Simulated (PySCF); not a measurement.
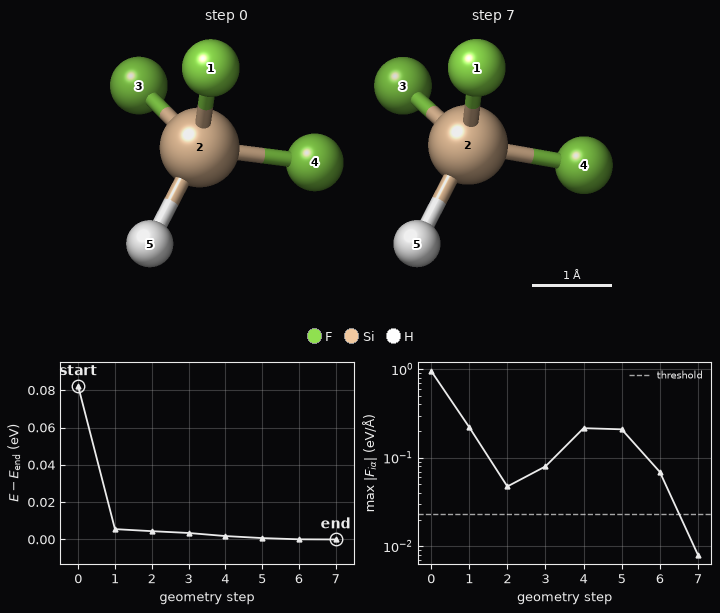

First and last geometry of a relaxation of SiHF₃, with the history of the run. A ball-and-stick model, seen from a free direction.

The start comes from GFN2-xTB.

The calculation used PySCF 2.14.0, density-fitted response routines, PBE0-D3(BJ)/def2-SVP geometry optimisation, gas phase. 

> Read the history and describe the run.

It converged. The atom that moves furthest after the best rigid fit is F4 (0.047 Å). By element the largest moves are F 0.047 Å, Si 0.040 Å, H 0.003 Å. Some distances before and after: Si2–H5 1.428 → 1.466 Å, F1–Si2 1.580 → 1.599 Å. Among the angles between lasting bonds that change: F1–Si2–F4 105.1° → 107.9°, F4–Si2–H5 113.5° → 111.0°, F1–Si2–H5 113.3° → 111.0°. After 7 geometry steps the energy has fallen by 0.082 eV. Largest force component: 0.96 eV/Å at the start, 0.008 eV/Å at the end. The run took about 5 core-seconds on a shared host.
